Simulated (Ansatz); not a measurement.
Bands of a (5,2) carbon nanotube, along its axis.

Calculation: PBE (plane waves to 420 eV, PAW; Ansatz, a quantum-chemistry and plane-wave program). Mesh 1×1×12. No spin polarisation. Isolated but for its images some 11 Å away. An idealised model, rolled from the flat sheet. Only distortions within the start's symmetry and period were free.

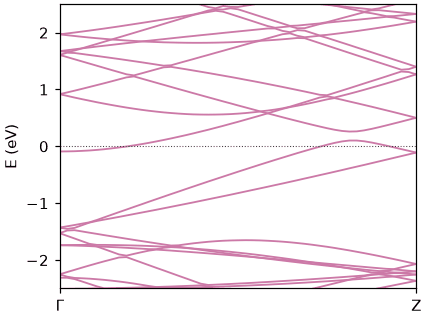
Figure: Bands from the zone centre to the zone edge (period 8.89 Å); the dotted line marks the highest filled level

Is it a metal or a semiconductor at this level? Give what the bands show.

A metal in PBE.
| Item | Result |
|---|---|
| PBE gap | none (under 0.01 eV) |
| crossings of the Fermi level between Γ and the zone edge (49 points) | 3, each for both spins (ideal conductance 3 × 2e²/h) |
